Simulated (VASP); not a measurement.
Band structure of FeSi (relaxed from the WC structure, space group P-6m2). All values below come from r2SCAN meta-GGA, VASP's PBE PAW potentials (set 64) (plane waves; VASP).

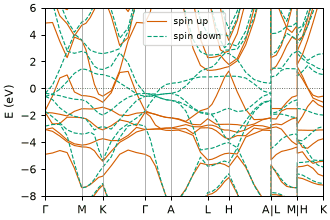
Bands along high-symmetry lines, zero at the valence-band maximum or, without a gap, the Fermi level

Task: Read the plot: is there a gap, and where are the band edges?

Result: It has no gap at this level: it comes out as a metal or semimetal.

The structure was generated: FeSi was put into the WC type (P-6m2), which need not be its known phase. It was relaxed first, which changed the volume by -12 %.
